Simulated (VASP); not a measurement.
Band structure of CsCl (CsCl type). All values below come from PBE GGA with D4 dispersion, VASP's PBE PAW potentials (set 64) (plane waves; VASP).

Unless said otherwise, spin-orbit coupling is left out, though it shifts the bands of the heavy elements here.

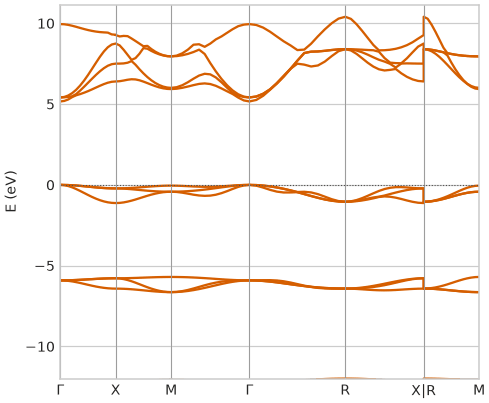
Figure. Bands along high-symmetry lines, zero at the valence-band maximum or, without a gap, the Fermi level

Q: Read the plot: is there a gap, and where are the band edges?

A: The gap is direct, 5.17 eV, from the valence maximum at Γ to the conduction minimum at Γ. (Edges off the drawn lines would not show.)

Measured: gap 8.35 eV at 80 K (computed value off by -3.18 eV), as given by Wikipedia, Caesium chloride.

The compound is CsCl in the CsCl type structure. It was relaxed first.
